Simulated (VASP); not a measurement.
Band structure of Pd (fcc). Method: TPSS meta-GGA, VASP's PBE PAW potentials (set 64) (plane waves; VASP).

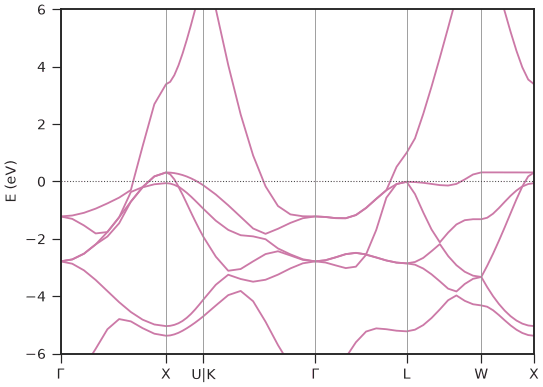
Figure: Bands along high-symmetry lines, zero at the valence-band maximum or, without a gap, the Fermi level

Problem. Read the plot: is there a gap, and where are the band edges?

Solution. It has no gap at this level: it comes out as a metal or semimetal.

The compound is Pd in the fcc structure. It was relaxed first.
